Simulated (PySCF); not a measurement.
**C3H6O, charge +1, doublet, SMILES `CC(C)=[O+]`: what the electrons do**

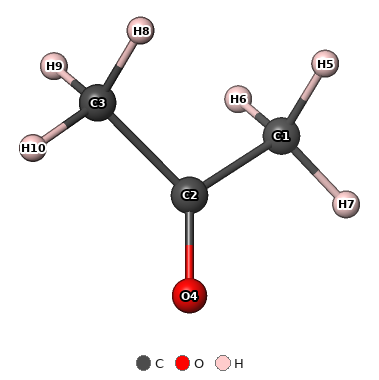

The molecule, with its atoms numbered as below. No frequency check shows the geometry to be a minimum.

Coordinates in Å:

```
C1       1.2351    0.6465   -0.0001
C2       0.0006   -0.2436   -0.0001
C3      -1.2396    0.6386    0.0003
O4       0.0058   -1.4157   -0.0003
H5       1.2372    1.2830    0.8853
H6       1.2342    1.2858   -0.8851
H7       2.1063   -0.0136    0.0007
H8      -1.2484    1.2725    0.8856
H9      -1.2458    1.2753   -0.8848
H10     -2.1066   -0.0271   -0.0007
```

### 1. Bonding charge

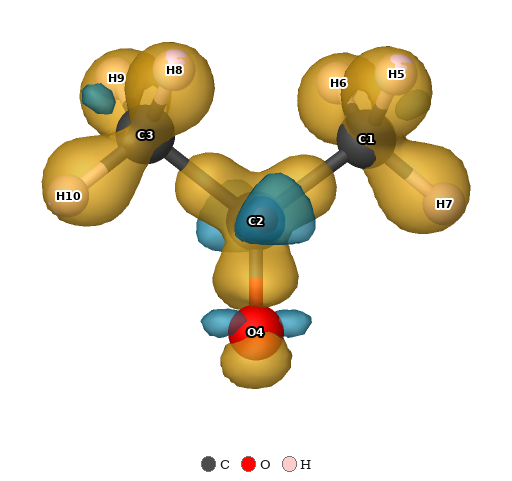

Deformation density (molecule less spherical, spin-averaged free atoms at the same positions), surfaces at ±0.15 e/Å³; yellow: gain, teal: loss.

Level of theory: B3LYP/def2-SVPD (PySCF), at a geometry from GFN2-xTB. The stability of the open-shell solution wasn't checked. GFN2-xTB doesn't know the spin state, so this open-shell geometry is rough.

Describe the bonding that the map shows.

Answer. C1–H7 and C3–H10: +0.74 e/Å³ at the bond critical point (bond length 1.09 Å). C3–H8, C1–H5, C3–H9 and C1–H6: +0.71 e/Å³ at the bond critical point (bond length 1.09 Å). C2–O4: +0.69 e/Å³ at the bond critical point (bond length 1.17 Å). C1–C2 and C2–C3: +0.30 e/Å³ at the bond critical point (bond length 1.52 Å). In all, 1.8 electrons gather in the regions of gain relative to the promolecule of neutral atoms (the regions of loss give up this much and the cation's charge besides).

Where do the Hirshfeld charges lie?

Answer. The highest Hirshfeld charge is on C2 (+0.30 e), the lowest on C1 and C3 (−0.01 e).

### 2. Bond critical points

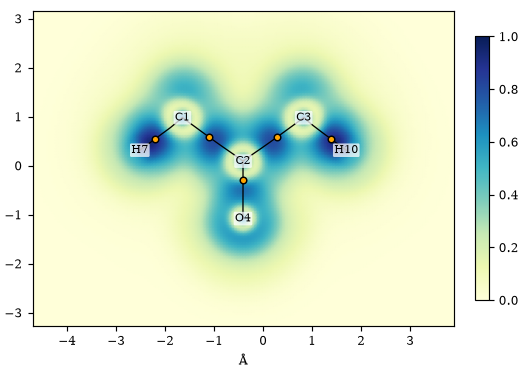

Localised orbital locator (LOL) in the plane of C1, C2, C3, O4, H7 and H10, with bond paths and bond critical points (dots).

Rank the bonds in the plane by LOL at their critical points.

Answer. C1–H7 and C3–H10: about 0.91; C1–C2 and C2–C3: about 0.78; C2–O4: about 0.42. Values above 0.5 mark slow, localised electrons, as in shared pairs; low values at a critical point mark a polar or closed-shell contact whose critical point lies between the shells.

Where along C2–O4 does the critical point lie?

Answer. 0.39 Å from C2 and 0.79 Å from O4.

### 3. Local ionisation energy

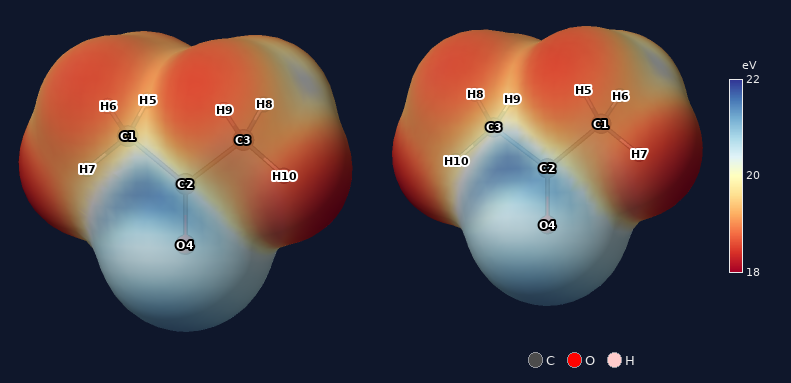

Average local ionisation energy on the surface of electron density 0.001 a.u. (back view left, front view right).

Where are the most loosely bound electrons on this surface?

Answer. The lowest value is 18.0 eV, 1.3 Å from H10, and at like points elsewhere. Further minima include 18.6 eV, 1.3 Å from H6, and at like points elsewhere. For comparison, the highest occupied orbital lies at −15.9 eV.

What volume does the surface enclose?

Answer. About 82 Å³.

### 4. Spin density

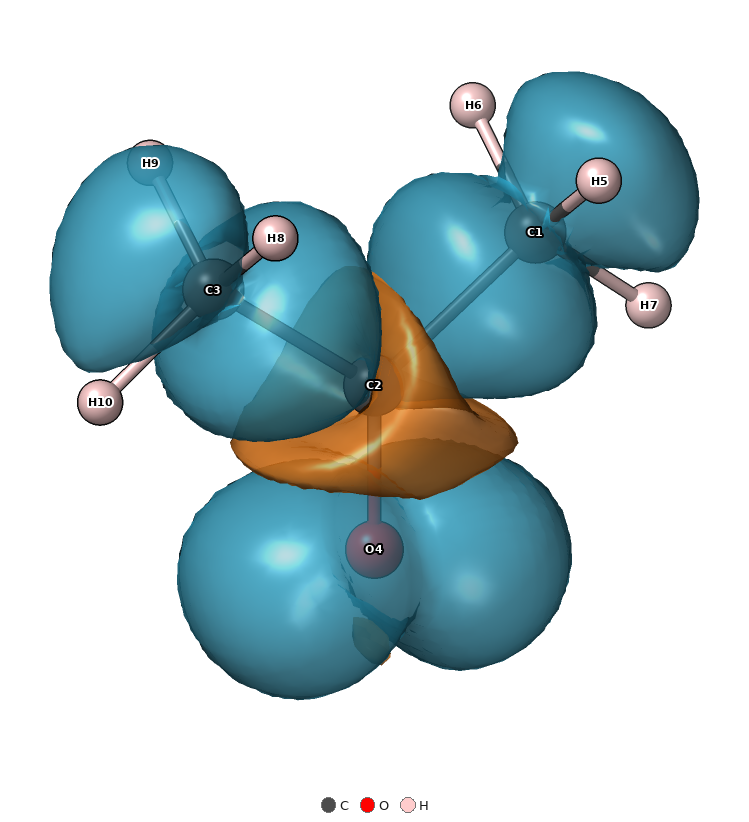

Spin density ρα − ρβ at ±0.01 e/Å³ (light blue: excess α, orange: excess β).

How is the spin shared among the atoms?

Answer. Hirshfeld spin populations: O4 +0.60, C1 and C3 +0.13 and C2 +0.09. ⟨S²⟩ = 0.76, against 0.75 for a pure state. The picture also shows regions of β spin from spin polarisation; the Hirshfeld sums, whose atoms overlap, net them against the α spin of neighbours.

### 5. In an electric field

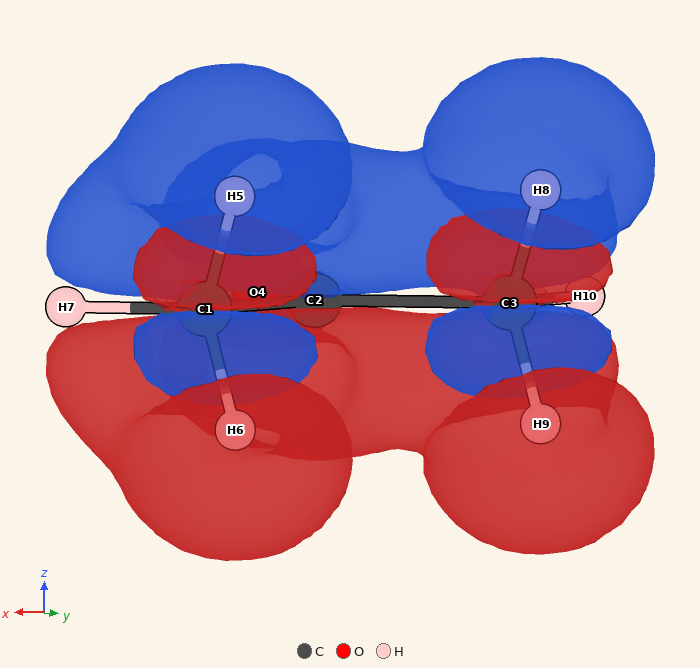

Change of the electron density in a uniform field of 0.21 V/Å, surfaces at ±0.0008 e/Å³ (blue: gain, red: loss).

Level of theory: HF/6-31+G* (PySCF), at a geometry from GFN2-xTB. The basis has diffuse s and p functions alone, which still leaves polarisabilities too small, most of all across bonds. The stability of the open-shell solution wasn't checked. GFN2-xTB doesn't know the spin state, so this open-shell geometry is rough.

Along which Cartesian direction does the field point?

Answer. Along −z: electrons gather on the +z side, against the field.

How large is the response?

Answer. The induced dipole is 0.25 D (along the field); α along this axis, from the fields in both directions, is 25 bohr³ (3.7 Å³).

Which atoms gain and lose the most charge?

Answer. Electrons gather most on H5 and H8 alike (Hirshfeld charge changes by −0.005 e) and leave H6 and H9 alike most (+0.005 e); 0.032 electrons are displaced in all.

### 6. Removing or adding an electron

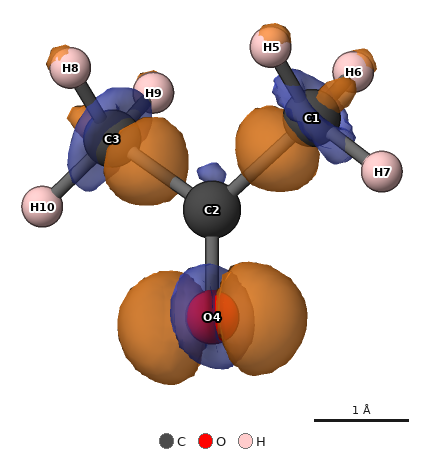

Fukui function f⁺ = ρ(N+1) − ρ(N) at fixed geometry, surfaces at ±0.06 e/Å³ (orange positive, blue negative).

Level of theory: PBE/def2-TZVP (PySCF), at a geometry from GFN2-xTB. GFN2-xTB doesn't know the spin state, so this open-shell geometry is rough.

Which atoms respond most to the addition of an electron?

Answer. f⁺ (Hirshfeld-condensed) is largest on O4 (0.32); the vertical electron affinity is 9.39 eV (to the singlet neutral species, which needn't be its lowest state; rough: the basis has no diffuse functions). Condensed values hint at sites of nucleophilic attack but needn't mark the atom that reacts. Orbital relaxation makes it negative in places (0.21 e in all).

```
atom     f⁺  charge
  C1  +0.10   −0.02
  C2  +0.11   +0.27
  C3  +0.10   −0.02
  O4  +0.32   +0.10
  H5  +0.06   +0.11
  H6  +0.06   +0.11
  H7  +0.06   +0.10
  H8  +0.06   +0.11
  H9  +0.06   +0.11
 H10  +0.06   +0.10
```

The PySCF runs shown took 16 s, 1.9 s and 49 s on 1 thread of Intel(R) Xeon(R) CPU @ 2.60GHz (Ice Lake) (shared host).
